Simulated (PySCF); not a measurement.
# H2O (water) at 6 levels

We compute a comparison of 6 runs (B3LYP/6-31G, PBE0/6-31G, SVWN5/6-31G, UPBE0/6-31G, CCSDTQ/6-31G, NEVPT2(8,6)/6-31G) of H2O (water). 

The results are computed with PySCF 2.14.0.

### Step 1. The structure to begin with

H2O: 3 atoms, total charge 0, spin state singlet. SMILES: `O`. The O1–H3 distance was set to 1.439 Å, away from the relaxed value. At this shape a bond of the SMILES string is far longer than usual.

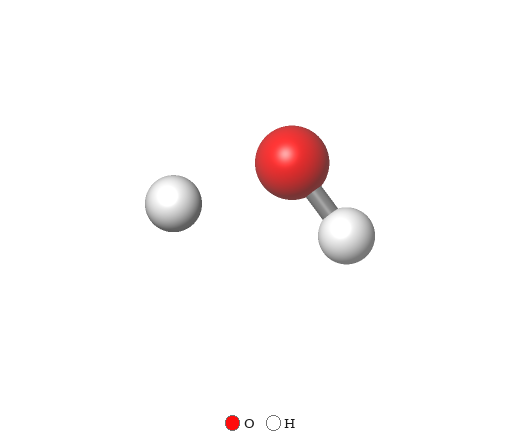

The structure, seen from a chosen angle (oxygen red, hydrogen white).

### Step 2. A single-point energy at B3LYP/6-31G (run 1)

job.py reads:

```python
from pyscf import gto, dft

mol = gto.M(
    atom='''
O     -0.703267     1.274849    -0.233474
H      0.750310     1.932852     0.628052
H     -0.309537    -1.414649    -0.330135
''',
    max_memory=1860,
    unit='bohr',
    basis='6-31g',
    verbose=4,
)

mf = dft.RKS(mol, xc='b3lyp')
mf.conv_tol = 1e-10
mf.grids.level = 5
mf.kernel()
if not mf.converged:
    mf = mf.newton().run(mf.mo_coeff, mf.mo_occ)

energy = mf.e_tot
print('E = %.10f Eh' % energy)
```

Started as:

```bash
OMP_NUM_THREADS=1 python job.py
```

Log:

```text
PySCF version 2.14.0

[INPUT] num. atoms = 3
[INPUT] num. electrons = 10
[INPUT] charge = 0
[INPUT] spin (= nelec alpha-beta = 2S) = 0
[INPUT] symmetry False subgroup None
[INPUT] Mole.unit = bohr
[INPUT] Symbol           X                Y                Z      unit          X                Y                Z       unit  Magmom
[INPUT]  1 O     -0.372152869592   0.674621038164  -0.123549120142 AA   -0.703267000000   1.274849000000  -0.233474000000 Bohr   0.0
[INPUT]  2 H      0.397046953125   1.022821230481   0.332350805673 AA    0.750310000000   1.932852000000   0.628052000000 Bohr   0.0
[INPUT]  3 H     -0.163799926337  -0.748600012251  -0.174699918527 AA   -0.309537000000  -1.414649000000  -0.330135000000 Bohr   0.0

nuclear repulsion = 7.62788260320891
number of shells = 9
number of NR pGTOs = 30
number of NR cGTOs = 13
basis = 6-31g
ecp = {}

******** <class 'pyscf.dft.rks.RKS'> ********
method = RKS
initial guess = minao
damping factor = 0
level_shift factor = 0
DIIS = <class 'pyscf.scf.diis.CDIIS'>
diis_start_cycle = 1
diis_space = 8
diis_damp = 0
SCF conv_tol = 1e-10
SCF conv_tol_grad = None
SCF max_cycles = 50
direct_scf = True
direct_scf_tol = 1e-13
XC library pyscf.dft.libxc version 7.0.0
    S. Lehtola, C. Steigemann, M. J.T. Oliveira, and M. A.L. Marques.,  SoftwareX 7, 1–5 (2018)
XC functionals = b3lyp
    P. J. Stephens, F. J. Devlin, C. F. Chabalowski, and M. J. Frisch.,  J. Phys. Chem. 98, 11623 (1994)
radial grids:
    Treutler-Ahlrichs [JCP 102, 346 (1995); DOI:10.1063/1.469408] (M4) radial grids

becke partition: Becke, JCP 88, 2547 (1988); DOI:10.1063/1.454033
pruning grids: <function nwchem_prune>
grids dens level: 5
symmetrized grids: False
atomic radii adjust function: <function treutler_atomic_radii_adjust>
small_rho_cutoff = 0
Set gradient conv threshold to 1e-05
Initial guess from minao.
tot grids = 90064
init E= -76.1348213593604
  HOMO = -0.397495161085043  LUMO = -0.101826367882156  gap/eV = 8.04556
cycle= 1 E= -76.1582875955799  delta_E= -0.0235  |g|= 0.79  |ddm|= 1.18
  HOMO = -0.0390920123763339  LUMO = 0.0484112279049649  gap/eV = 2.38108
cycle= 2 E= -75.7080997772869  delta_E= 0.45  |g|= 1.54  |ddm|= 1.91
  HOMO = -0.290113985891988  LUMO = -0.0671537120148877  gap/eV = 6.06706
cycle= 3 E= -76.3096555622049  delta_E= -0.602  |g|= 0.0407  |ddm|= 1.42
  HOMO = -0.282398216712858  LUMO = -0.0680596311737354  gap/eV = 5.83245
cycle= 4 E= -76.310249017836  delta_E= -0.000593  |g|= 0.0244  |ddm|= 0.0761
  HOMO = -0.285186482686212  LUMO = -0.0652190972589288  gap/eV = 5.98562
cycle= 5 E= -76.310446588042  delta_E= -0.000198  |g|= 0.00267  |ddm|= 0.0233
  HOMO = -0.285645800998402  LUMO = -0.06537843817552  gap/eV = 5.99378
cycle= 6 E= -76.3104481651877  delta_E= -1.58e-06  |g|= 0.000378  |ddm|= 0.00204
  HOMO = -0.285707989337067  LUMO = -0.0653906780434816  gap/eV = 5.99514
cycle= 7 E= -76.3104482001039  delta_E= -3.49e-08  |g|= 2.51e-05  |ddm|= 0.000303
  HOMO = -0.28571137547824  LUMO = -0.0653889616397008  gap/eV = 5.99528
cycle= 8 E= -76.310448200284  delta_E= -1.8e-10  |g|= 5.2e-06  |ddm|= 3.03e-05
  HOMO = -0.285710584384236  LUMO = -0.0653889260943674  gap/eV = 5.99526
cycle= 9 E= -76.3104482002904  delta_E= -6.34e-12  |g|= 4.59e-07  |ddm|= 3.5e-06
  HOMO = -0.285710365989767  LUMO = -0.0653888964692302  gap/eV = 5.99525
Extra cycle  E= -76.3104482002903  delta_E= 9.95e-14  |g|= 1e-06  |ddm|= 1.01e-06
converged SCF energy = -76.3104482002903
E = -76.3104482003 Eh
```

Run time: 1.1 s. Hardware: 1 thread of Arm Neoverse V2, shared host; peak memory 0.15 GiB.

### Step 3. The energy at PBE0/6-31G (run 2)

geometry.xyz reads:

```xyz
3
H2O
O     -0.372153     0.674621    -0.123549
H      0.397047     1.022821     0.332351
H     -0.163800    -0.748600    -0.174700
```

run.py reads:

```python
from pyscf import gto, dft

molecule = gto.M(
    atom='geometry.xyz',
    max_memory=1860,
    basis='6-31g',
    charge=0,
    verbose=3,
)

myscf = dft.RKS(molecule)
myscf.xc = 'pbe0'
myscf.grids.level = 5
myscf.conv_tol = 1e-10
myscf.kernel()
if not myscf.converged:
    myscf = myscf.newton().run(myscf.mo_coeff, myscf.mo_occ)

energy = myscf.e_tot
print('Final energy', energy)
```

Started as:

```bash
OMP_NUM_THREADS=1 python run.py
```

Log:

```text
converged SCF energy = -76.2223907246947
Final energy -76.22239072469475
```

It took 1 s on 1 thread of Arm Neoverse V2, shared host; peak memory 0.15 GiB.

Runs 3 to 5 aren't shown in full; the table further down has their settings and results.

### Step 4. A single-point energy at NEVPT2(8,6)/6-31G (run 6)

calc.py reads:

```python
import numpy
from pyscf import gto, scf, mp, mcscf, mrpt

system = gto.M(
    atom='''
O     -0.703267     1.274849    -0.233474
H      0.750310     1.932852     0.628052
H     -0.309537    -1.414649    -0.330135
''',
    charge=0,
    basis='6-31g',
    verbose=3,
    max_memory=1860,
    unit='bohr',
)

mf = scf.RHF(system)
mf.conv_tol = 1e-10
mf.kernel()
if not mf.converged:
    mf = mf.newton().run(mf.mo_coeff, mf.mo_occ)

pt = mp.MP2(scf.addons.convert_to_uhf(mf)).run()
noons, natorbs = mcscf.addons.make_natural_orbitals(pt)
print('natural occupations', numpy.round(noons[:40], 4))
cas = mcscf.CASSCF(mf, 6, 8)
cas.fix_spin_(ss=0.0)
cas.natorb = True
cas.kernel(natorbs)
e_pt2 = mrpt.NEVPT(cas).kernel()
e_final = cas.e_tot + e_pt2
print('E(%s) = %.9f' % ('NEVPT2', e_final))
```

Started as:

```bash
OMP_NUM_THREADS=1 python calc.py
```

Log:

```text
converged SCF energy = -75.8874381862811
E(UMP2) = -76.0377455599747  E_corr = -0.150307373693577
E(SCS-UMP2) = -76.0384662908334  E_corr = -0.151028104552277
natural occupations [2.0000e+00 1.9890e+00 1.9798e+00 1.9731e+00 1.9437e+00 5.4100e-02
 2.4600e-02 1.9400e-02 1.0300e-02 2.9000e-03 2.1000e-03 7.0000e-04
 4.0000e-04]
CASSCF energy = -75.9719288995050
CASCI E = -75.9719288995050  E(CI) = -22.7051788536504  S^2 = 0.0000000
Sr    (-1)',   E = -0.03610569238215
Si    (+1)',   E = -0.00002178181116
Sijrs (0)  ,   E = -0.00015326233779
Sijr  (+1) ,   E = -0.00008133475462
Srsi  (-1) ,   E = -0.00033043485414
Srs   (-2) ,   E = -0.03121081123478
Sij   (+2) ,   E = -0.00004869224690
Sir   (0)' ,   E = -0.00032596224489
Nevpt2 Energy = -0.068277971866433
E(NEVPT2) = -76.040206871
```

Wall time 0.9 s (1 thread of Arm Neoverse V2, shared host); peak memory 0.12 GiB.

### Step 5. All runs side by side

```
run              level  follow instability  integration grid  energy (Eh)  dipole moment (D) of the reference  HOMO energy (eV)  LUMO energy (eV)  wall time
  1        B3LYP/6-31G                   –                 5   -76.310448                                2.30             -7.77             -1.78      1.1 s
  2         PBE0/6-31G                   –                 5   -76.222391                                2.38             -8.10             -1.43        1 s
  3        SVWN5/6-31G                   –                 5   -75.748139                                2.38             -5.97             -2.58     0.92 s
  4        UPBE0/6-31G                 yes                 5   -76.222391                                2.38             -8.10             -1.43      2.6 s
  5       CCSDTQ/6-31G                   –                 –   -76.051241                                2.59            -13.55              2.55       20 s
  6  NEVPT2(8,6)/6-31G                   –                 –   -76.040207                                2.59            -13.55              2.55      0.9 s
```

### Step 6. What came out

| quantity | value |
| --- | --- |
| run 6: total energy | -76.04021 Eh |
| run 6: dipole moment (Hartree–Fock density) | 2.59 D |
| run 6: HOMO energy (Hartree–Fock orbitals) | -13.55 eV |
| run 6: LUMO energy (Hartree–Fock orbitals) | 2.55 eV |
| run 6: HOMO–LUMO gap (Hartree–Fock orbitals) | 16.10 eV |

In words: Over runs 1, 2, 3, 4 the dipole moment (its size) runs from 2.30 D (B3LYP/6-31G) to 2.38 D (SVWN5/6-31G). Over runs 1, 2, 3, 4 the HOMO–LUMO gap runs from 3.38 eV (SVWN5/6-31G) to 6.67 eV (UPBE0/6-31G). Totals of different functionals can't be ranked against each other. All runs together took 26 s, the longest 20 s.
